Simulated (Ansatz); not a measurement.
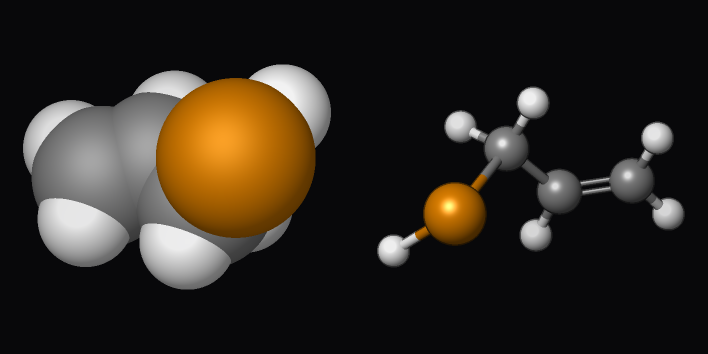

Both panels show the same species. Colours: carbon grey, tellurium orange, hydrogen white.

Count the atoms of each element.

C3H6Te, 10 atoms: 3 carbon, 6 hydrogen and 1 tellurium.

Does it have rings?

It has no ring.

How many sets of symmetry-equivalent atoms are there?

10: 1 C, 1 C, 1 C, 1 Te, 1 H, 1 H, 1 H, 1 H, 1 H, 1 H.

Name functional groups in it.

Among them: alkene.

Which point group does it belong to?

C1.

The parts below concern this one geometry. Atoms keep their numbers from picture to picture. Computed geometry: PBE0-D4/def2-TZVP optimisation.

### Geometry

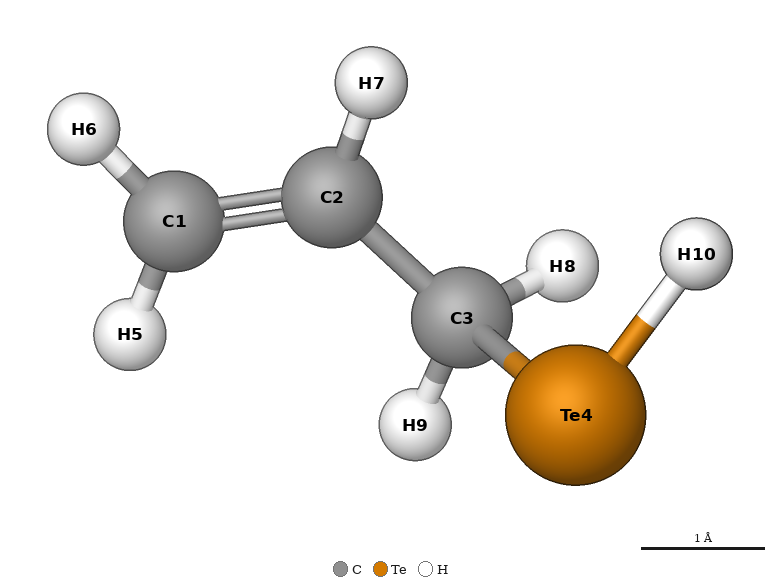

The atoms are numbered.

Describe the coordination of atom 3.

C3 has 4 neighbours (C2 at 1.48, Te4 at 2.17, H8 at 1.09, H9 at 1.09 Å); the arrangement is tetrahedral.

What is the geometry at C2?

C2 has 3 neighbours (C1 at 1.33, C3 at 1.48, H7 at 1.09 Å); the arrangement is trigonal planar.

How are the neighbours of atom 4 arranged?

Te4 has 2 neighbours (C3 at 2.17, H10 at 1.66 Å); the arrangement is bent.

What is the geometry at C1?

C1 has 3 neighbours (C2 at 1.33, H5 at 1.09, H6 at 1.08 Å); the arrangement is trigonal planar.

What is the dihedral angle C1–C2–C3–Te4?

113° in size, that is anticlinal.

### Electronic properties

Level of theory: RKS B3LYP-D4/def2-TZVPP, core potentials on Te (Ansatz 0.2.0).

What does the calculation give?

- dipole moment: 0.93 D
- HOMO energy (Kohn–Sham orbital): −5.91 eV
- LUMO energy (Kohn–Sham orbital): −1.17 eV
- HOMO–LUMO gap: 4.74 eV
- dispersion correction: −33.8 kJ/mol

### Vibrations

Harmonic vibrations computed with RKS PBE0-D4/def2-TZVP, core potentials on Te (Ansatz 0.2.0) at a stationary point of the same level.

List the wavenumbers.

24 modes: 62, 107, 222, 375, 506, 595, 704, 834, 943, 954, 1022, 1082, 1164, 1221, 1326, 1432, 1465, 1712, 2152, 3095, 3148, 3153, 3167, 3245 cm⁻¹.

### Charges

The questions are on Mulliken charges. Level of theory: RKS ωB97M-V/def2-TZVPP, core potentials on Te (Ansatz 0.2.0).

Which atom carries the highest charge (most positive or least negative)?

H8 (0.17 e).

And the lowest?

C3 (−0.37 e).

List the Mulliken charges.

```json
{"atom": "C1", "value (e)": "−0.22"}
{"atom": "C2", "value (e)": "−0.07"}
{"atom": "C3", "value (e)": "−0.37"}
{"atom": "Te4", "value (e)": "0.06"}
{"atom": "H5", "value (e)": "0.08"}
{"atom": "H6", "value (e)": "0.10"}
{"atom": "H7", "value (e)": "0.11"}
{"atom": "H8", "value (e)": "0.17"}
{"atom": "H9", "value (e)": "0.14"}
{"atom": "H10", "value (e)": "−0.02"}
```

Mulliken values depend strongly on the basis set and can even reverse the polarity of a bond.
